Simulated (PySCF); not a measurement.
C4H12AlN3

Input file:

```
{"job": {"kind": "nmr", "xc": "PBE0", "basis": "pcSseg-1"}, "charge": 0, "multiplicity": 1}
C     -2.476031    -1.087973     0.583890
N     -1.692622     0.027566     0.097844
C     -2.501434     1.161746    -0.294230
Al     0.091364     0.001472    -0.006784
N      1.277597    -1.281783     0.336109
C      2.603106    -0.669907     0.290591
C      2.572777     0.594617    -0.591287
N      1.269876     1.246455    -0.488456
H     -3.061088    -0.807922     1.469610
H     -1.802642    -1.902249     0.852478
H     -3.175055    -1.447668    -0.181896
H     -1.845333     1.961723    -0.637584
H     -3.099516     1.535145     0.547119
H     -3.191435     0.898496    -1.106540
H      1.305198    -2.210508     0.729287
H      2.939147    -0.388031     1.297994
H      3.342168    -1.368451    -0.121455
H      2.783322     0.303804    -1.629515
H      3.374709     1.269540    -0.266565
H      1.280745     2.174607    -0.883647
```

Launched as:

```sh
OMP_NUM_THREADS=1 python probes_run.py task.json out
```

Geometry: GFN2-xTB.

Level of theory: PBE0/pcSseg-1, SCF density, gas phase, non-relativistic in PySCF.

What will maps of the electron density and electron localisation function show?

C–N (1.45 Å): ρ at the midpoint is about 1.9 e/Å³; the ELF peaks at about 0.90 between the atoms (a shared electron pair).
C–C (1.54 Å): ρ is about 1.6 e/Å³ halfway; the ELF peaks at about 0.95 between the atoms (localised, covalent bonding).
Al–N (1.78 Å): ρ at the midpoint is about 0.82 e/Å³; the ELF peaks at about 0.90 in the valence shell of N, 0.7 Å from its nucleus, and is about 0.65 at the midpoint.
N–H (1.01 Å): the density is about 2.8 e/Å³ at the midpoint; the ELF climbs to about 1 towards the hydrogen, as it does in any bond to H; a covalent bond by its length.

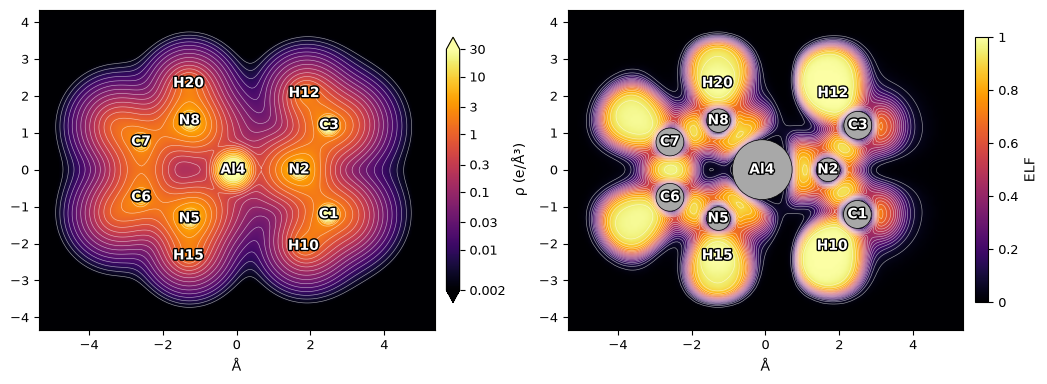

Computed electron density and electron localisation function on the plane of atoms C3, N2 and Al4, in this order. Grey discs cover the atomic cores in the ELF map. 
